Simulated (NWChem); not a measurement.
# AsF3 (arsenic trifluoride): levels of theory compared

Wanted: a comparison of 6 runs (HF/3-21G, HF/cc-pVDZ, B3LYP/cc-pVDZ, M06-2X/cc-pVDZ, PBE0/cc-pVDZ, B3LYP/6-31G*) of AsF3 (arsenic trifluoride). 

Program for the calculation: NWChem 7.3.0.

9 further runs of the same task are left out: 9 set aside as unsound or not needed. Runs told in other sessions of the task aren't counted.

## 1. The system as given

The species is AsF3 (4 atoms), meant as a singlet with charge 0. As SMILES, `F[As](F)F`. One bond was lengthened or shortened from a relaxed shape.

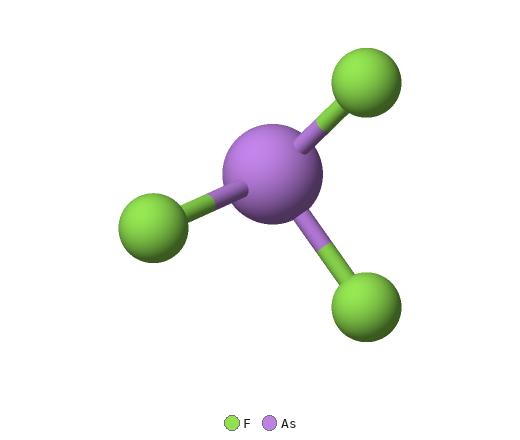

Viewed from a chosen angle; fluorine green, arsenic purple.

## 2. A single-point energy at HF/3-21G (run 1)

run.py

```python
from ase import Atoms
from ase.calculators.nwchem import NWChem

atoms = Atoms(['F', 'As', 'F', 'F'], positions=[
    [-0.443458, 0.523517, 1.585896],
    [-0.461950, -0.457240, -0.125630],
    [1.203970, -0.865930, -0.112740],
    [-0.296160, 0.927580, -1.124280],
])

calc = NWChem(
    label='run',
    theory='scf',
    memory='2200 mb',
    basis='3-21G',
    basispar='spherical bse',
    scf={'nopen': '0', 'rhf': None, 'thresh': '1e-08', 'maxiter': '80', 'print': 'low'},
    task='energy',
)
atoms.calc = calc

print("Total energy (eV):", round(atoms.get_potential_energy(), 6))
```

The run is started by

```
$ export ASE_NWCHEM_COMMAND="nwchem PREFIX.nwi > PREFIX.nwo"
$ python run.py
```

What it wrote:

```text
Total energy (eV): -68577.917577
```

The calculator wrote run.nwi:

```
title "run"

permanent_dir run

scratch_dir run

start run

geometry units angstrom nocenter noautosym noautoz
  F  -4.4345800000000002e-01 5.2351700000000001e-01 1.5858960000000000e+00
  As -4.6195000000000003e-01 -4.5723999999999998e-01 -1.2562999999999999e-01
  F  1.2039700000000000e+00 -8.6592999999999998e-01 -1.1274000000000001e-01
  F  -2.9615999999999998e-01 9.2757999999999996e-01 -1.1242799999999999e+00
end

memory 2200 mb

basis spherical bse noprint
   * library 3-21G
end

scf
  nopen 0
  rhf
  thresh 1e-08
  maxiter 80
  print low
end

task scf energy
```

run.nwo:

```text
Northwest Computational Chemistry Package (NWChem) 7.3.0
             --------------------------------------------------------

           Job information
           ---------------

    nwchem branch   = 7.3.0
    use scalapack   = T
    input           = run.nwi
    prefix          = run.
    data base       = run/run.db
    status          = startup
    nproc           =        1

           Memory information
           ------------------

    heap     =     72089594 doubles =      550.0 Mbytes
    stack    =     72089599 doubles =      550.0 Mbytes
    global   =    144179200 doubles =     1100.0 Mbytes (distinct from heap & stack)
    total    =    288358393 doubles =     2200.0 Mbytes
    verify   = yes
    hardfail = no

           Directory information
           ---------------------

  0 permanent = run
  0 scratch   = run

                                NWChem Input Module
                                -------------------

                                        run
                                        ---

[... 23 lines left out ...]
            Nuclear Dipole moment (a.u.)
[... 28 lines left out ...]
        center 1       |       center 2       |       center 3       |  degrees
 ------------------------------------------------------------------------------
    3 F                |   2 As               |   4 F                |    95.90
 ------------------------------------------------------------------------------
                            number of included internuclear angles:          1
 ==============================================================================

                                 NWChem SCF Module
                                 -----------------

                                        run

  ao basis        = "ao basis"
  functions       =    49
  atoms           =     4
  closed shells   =    30
  open shells     =     0
  charge          =   0.00
  wavefunction    = RHF
  input vectors   = atomic
  output vectors  = run/run.movecs
  use symmetry    = F
  symmetry adapt  = F

 Forming initial guess at       0.0s

 Starting SCF solution at       0.1s

       Final RHF  results
       ------------------

         Total SCF energy =  -2520.192007701462
      One-electron energy =  -4138.167787800639
      Two-electron energy =   1306.996046156690
 Nuclear repulsion energy =    310.979733942487

        Time for solution =      1.4s

 Task  times  cpu:        1.5s     wall:        1.5s
 Total times  cpu:        1.5s     wall:        1.5s
```

Run time: 2.4 s. Hardware: 1 thread of Intel Xeon 6975P-C (Granite Rapids), shared host; peak memory 0.097 GiB.

## 3. The energy at HF/cc-pVDZ (run 2)

asf3.nw

```
start asf3
memory total 2200 mb
charge 0
geometry noautosym nocenter noautoz
  F    -0.443458    0.523517    1.585896
  As   -0.461950   -0.457240   -0.125630
  F     1.203970   -0.865930   -0.112740
  F    -0.296160    0.927580   -1.124280
end
basis spherical bse
  F library cc-pVDZ
  As library cc-pVDZ
end
scf
  singlet
  rhf
  thresh 1e-08
  maxiter 80
end
task scf energy
```

The run is started by

```
$ nwchem asf3.nw > asf3.out
```

What it wrote:

```text
[...]
  functions       =    69
[...]
  wavefunction    = RHF
[...]
         Total SCF energy =  -2532.526924419719
      One-electron energy =  -4149.415995704902
      Two-electron energy =   1305.909337342696
 Nuclear repulsion energy =    310.979733942487
        Time for solution =     48.3s
[...]
```

Run time: 51 s. Hardware: 1 thread of Intel Xeon 6975P-C (Granite Rapids), shared host; peak memory 0.097 GiB.

Run 3 isn't shown in full; the table further down has it.

## 4. A single-point energy at M06-2X/cc-pVDZ (run 4)

work.nw

```
start work
title "AsF3 energy"
memory total 2200 mb
charge 0
geometry units angstrom noautosym nocenter noautoz
F     -0.443458     0.523517     1.585896
As    -0.461950    -0.457240    -0.125630
F      1.203970    -0.865930    -0.112740
F     -0.296160     0.927580    -1.124280
end
basis spherical bse
* library cc-pVDZ
end
dft
xc m06-2x
grid xfine
convergence energy 1e-08
iterations 100
mulliken
end
task dft energy
```

The run is started by

```
$ nwchem work.nw > work.out
```

What it wrote:

```text
[...]
          Wavefunction type:  closed shell.
          No. of atoms     :     4
          No. of electrons :    60
[...]
          Charge           :     0
          Spin multiplicity:     1
[...]
          AO basis - number of functions:    69
[...]
              XC Information
              --------------
                       M06-2X Method XC Functional
                     Hartree-Fock (Exact) Exchange  0.540
                        M06-2X Exchange Functional  1.000
                      M06-2X Correlation Potential  1.000
[...]
 d= 0,ls=0.0,diis     1  -2535.1972226654 -2.85D+03  1.99D-02  1.24D+00     5.6
[...]
 d= 0,ls=0.0,diis    10  -2535.3458123771 -1.35D-09  2.33D-07  1.19D-09    37.2
         Total DFT energy =    -2535.345812377093
      One electron energy =    -4149.868210566262
           Coulomb energy =     1417.999152966050
    Exchange-Corr. energy =     -114.456488719368
 Nuclear repulsion energy =      310.979733942487
[...]
      Total Density - Mulliken Population Analysis
     ---------------------------------------------
    Atom       Charge   Shell Charges
 -----------   ------   -------------------------------------------------------
    1 F    9     9.45   2.00  0.89  1.07  3.26  2.23  0.00
    2 As  33    31.80   2.00  2.00  2.02  1.12  0.64  6.00  6.00  1.17  0.53  9.97  0.35
    3 F    9     9.37   2.00  0.89  1.04  3.30  2.13  0.00
    4 F    9     9.37   2.00  0.89  1.04  3.30  2.13  0.00
[...]
```

Wall time 38 s (1 thread of Intel Xeon 6975P-C (Granite Rapids), shared host); peak memory 0.12 GiB.

Run 5 isn't shown in full; the table further down has it.

## 5. A single-point energy at B3LYP/6-31G(d) (spherical functions) (run 6)

run.py

```python
from ase import Atoms
from ase.calculators.nwchem import NWChem

system = Atoms(['F', 'As', 'F', 'F'], positions=[
    [-0.443458, 0.523517, 1.585896],
    [-0.461950, -0.457240, -0.125630],
    [1.203970, -0.865930, -0.112740],
    [-0.296160, 0.927580, -1.124280],
])

calc = NWChem(
    label='calc',
    theory='dft',
    memory='2200 mb',
    basis='6-31G*',
    basispar='spherical bse',
    dft={'xc': 'b3lyp', 'mult': '1', 'grid': 'xfine', 'convergence': 'energy 1e-08', 'iterations': '100', 'mulliken': None},
    task='energy',
)
system.calc = calc

e = system.get_potential_energy()
print(f"E = {e:.6f} eV")
print("dipole (e A):", system.get_dipole_moment().round(4))
```

The run is started by

```
$ export ASE_NWCHEM_COMMAND="nwchem PREFIX.nwi > PREFIX.nwo"
$ python run.py
```

What it wrote:

```text
E = -68985.953880 eV
dipole (e A): [-0.317  -0.4428 -0.315 ]
```

The calculator wrote calc.nwi:

```
title "calc"

permanent_dir calc

scratch_dir calc

start calc

geometry units angstrom nocenter noautosym noautoz
  F  -4.4345800000000002e-01 5.2351700000000001e-01 1.5858960000000000e+00
  As -4.6195000000000003e-01 -4.5723999999999998e-01 -1.2562999999999999e-01
  F  1.2039700000000000e+00 -8.6592999999999998e-01 -1.1274000000000001e-01
  F  -2.9615999999999998e-01 9.2757999999999996e-01 -1.1242799999999999e+00
end

memory 2200 mb

basis spherical bse noprint
   * library 6-31G*
end

dft
  xc b3lyp
  mult 1
  grid xfine
  convergence energy 1e-08
  iterations 100
  mulliken
end

task dft energy
```

calc.nwo (excerpt; [...] marks lines left out):

```text
[...]
      One electron energy =    -4150.192154791782
[... 1 line left out ...]
    Exchange-Corr. energy =     -114.534794689293
[... 6 lines left out ...]
                       DFT Final Molecular Orbital Analysis
[... 532 lines left out ...]
     -------------------------------------------
[...]
```

Wall time 13 s (1 thread of Intel Xeon 6975P-C (Granite Rapids), shared host); peak memory 0.12 GiB.

## 6. All runs side by side

```
run                               level  iteration cap  module   energy (Eh)  wall time
  1                            HF/3-21G             80     scf  -2520.192008      2.4 s
  2                          HF/cc-pVDZ             80     scf  -2532.526924       51 s
  3                       B3LYP/cc-pVDZ            100     dft  -2535.469302       29 s
  4                      M06-2X/cc-pVDZ            100     dft  -2535.345812       38 s
  5                        PBE0/cc-pVDZ            100     dft  -2534.875071       35 s
  6  B3LYP/6-31G* (spherical functions)            100     dft  -2535.187065       13 s
```

## 7. Results

| quantity | value |
| --- | --- |
| run 6: total energy | -2535.18707 Eh |
| run 6: dipole moment | 3.02 D |
| run 6: HOMO energy | -9.39 eV |
| run 6: LUMO energy | -1.91 eV |
| run 6: HOMO–LUMO gap | 7.48 eV |

In words: Over runs 2, 4, 5, 6 the dipole moment (its size) runs from 3.02 D (B3LYP/6-31G*) to 3.96 D (HF/cc-pVDZ). The two ends differ in method and basis. Over runs 2, 4, 5, 6 the HOMO–LUMO gap runs from 7.48 eV (B3LYP/6-31G*) to 15.18 eV (HF/cc-pVDZ). Totals of different functionals can't be ranked against each other. All runs together took 2.8 min, the longest 51 s.
